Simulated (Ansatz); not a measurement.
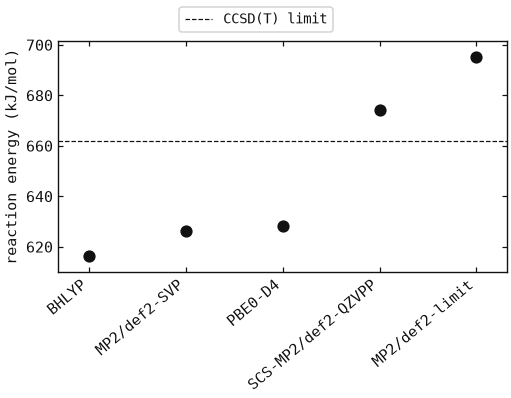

Electronic reaction energy of CH₅FSi (C[SiH2]F) → F ([F]) [doublet] + CH₅Si (C[SiH2]) [doublet] (SMILES in brackets) at several levels (functionals in def2-TZVPP unless a basis is named), isolated molecules at PBE0-D4 triple-zeta geometries, minima by their frequencies, no zero-point or thermal terms, the Ansatz code 0.2.0. The line is frozen-core CCSD(T) at the basis limit (MP2 extrapolated from triple and quadruple zeta, plus CCSD(T) less MP2 in a smaller set). No dispersion term is added to BHLYP. The distance of MP2/def2-SVP and SCS-MP2/def2-QZVPP to the limit includes basis error. The limit lies 22.1 kJ/mol from CCSD(T)/def2-TZVPP, so the line itself is uncertain by a part of that.

> What do zero-point energy and temperature add?

Zero-point change −13.4 kJ/mol; at 298.15 K and 1 bar the CCSD(T) limit plus thermal terms gives an enthalpy of reaction of 653.2 and a free energy of 610.8 kJ/mol (harmonic PBE0-D4 modes, ideal gas).

> Give the values.

```
             level  kJ/mol  less CCSD(T) limit
             BHLYP   616.2               −45.8
      MP2/def2-SVP   626.2               −35.8
           PBE0-D4   628.1               −33.9
SCS-MP2/def2-QZVPP   674.2                12.2
    MP2/def2-limit   695.1                33.1
     CCSD(T) limit   662.0                 0.0
```
